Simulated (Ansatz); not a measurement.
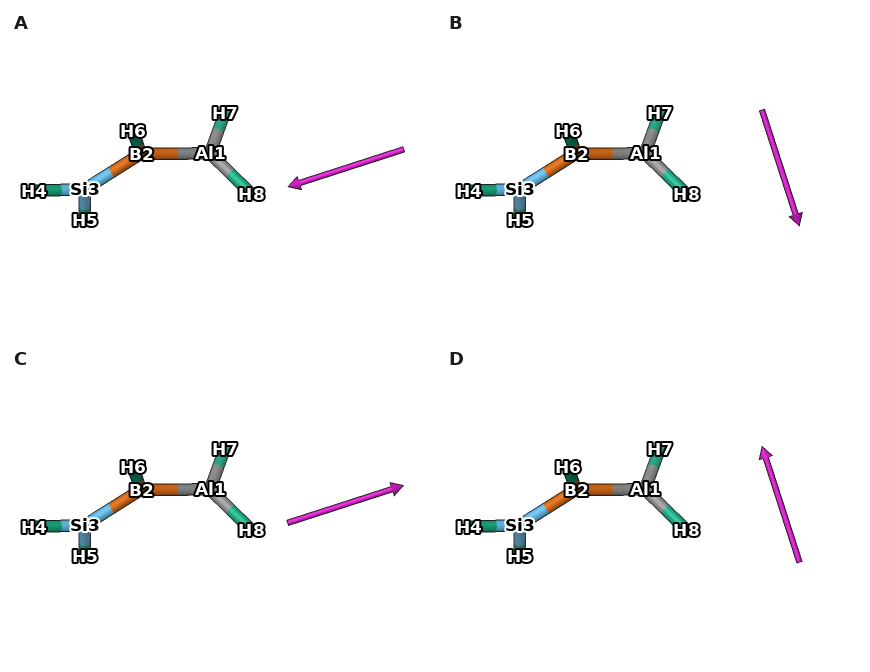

The same molecule four times, each with an arrow. State: neutral, doublet. The computed structure is the end point of a PBE-D4/def2-SVP optimisation. No frequency run is at hand to confirm it as a minimum. Properties computed with UKS PBE-D4/def2-SVP (Ansatz 0.2.0).

Question: Which arrow points along the dipole moment, from the negative to the positive end?

Answer: A. The dipole moment is 1.47 D; it points from the side of H7, H8 to the side of H4 (the outermost atoms at the two ends).
